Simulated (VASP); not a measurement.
Band structure of WO3 (space group Cmcm). All values below come from LDA (Ceperley-Alder, Perdew-Zunger), VASP's LDA PAW potentials (set 64) (plane waves; VASP).

Unless said otherwise, spin-orbit coupling is left out, though it shifts the bands of the heavy elements here.

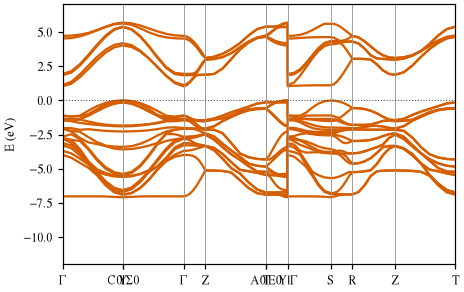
Fig. 1. Bands along high-symmetry lines, zero at the valence-band maximum or, without a gap, the Fermi level

Problem. Read the plot: is there a gap, and where are the band edges?

Solution. The gap is indirect, 1.03 eV, from the valence maximum at Y to the conduction minimum at Γ. (Edges off the drawn lines would not show.)

The structure comes from a computed database's WO3 entry (Cmcm); how it stands against other phases isn't given here. It was relaxed first, which changed the volume by -5 %.
